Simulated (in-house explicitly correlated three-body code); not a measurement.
Two electrons around a point charge Z = 5.9. Computed variationally in 260 exponentially correlated functions with an in-house code, non-relativistic, converged to about 10⁻⁷ hartree. Wanted, and plotted below: the bound S and P states that converged, by term and principal number n, on a logarithmic scale of binding.

The ground state is bound by 377.5 eV. The n = 2 states drawn run, from the deepest, 2 ³S (89.5 eV), 2 ¹S (84.3 eV), 2 ³P (84.2 eV), 2 ¹P (80.8 eV). Exchange puts 2 ³S below 2 ¹S by 5.29 eV and 2 ³P below 2 ¹P by 3.40 eV. Quantum defects n − (Z − 1)/√(2 E(binding)): 2 ³S 0.090, 2 ¹S 0.031, 2 ³P 0.031, 2 ¹P −0.010.

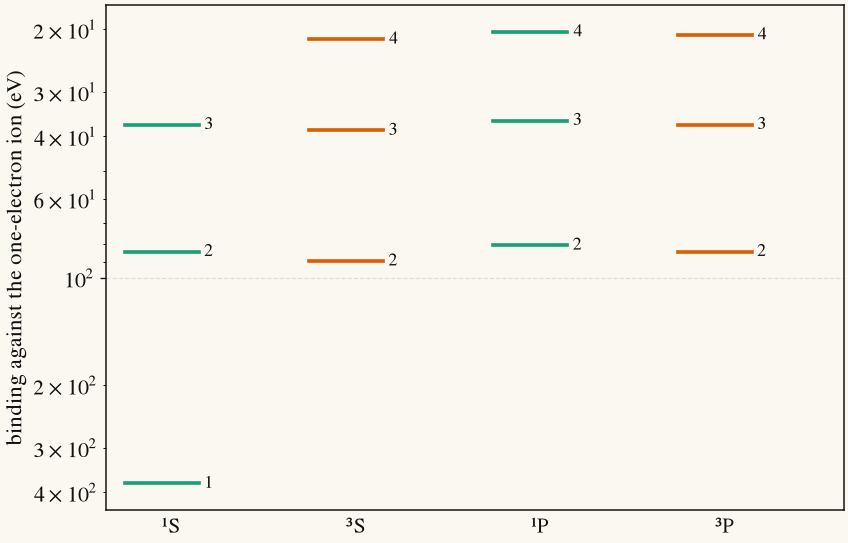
